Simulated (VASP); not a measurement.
Band structure of Li3BrO (space group Pm-3m). These are LDA (Ceperley-Alder, Perdew-Zunger), VASP's LDA PAW potentials (set 64) (plane waves; VASP) values and carry that method's errors.

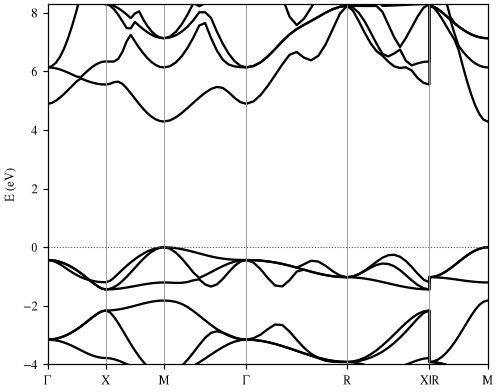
Figure: Bands along high-symmetry lines, zero at the valence-band maximum or, without a gap, the Fermi level

Question: Read the plot: is there a gap, and where are the band edges?

Answer: The gap is direct, 4.29 eV, from the valence maximum at M to the conduction minimum at M. (Edges off the drawn lines would not show.)

The structure comes from a computed database's Li3BrO entry (Pm-3m); how it stands against other phases isn't given here. It was relaxed first, which changed the volume by -6 %.
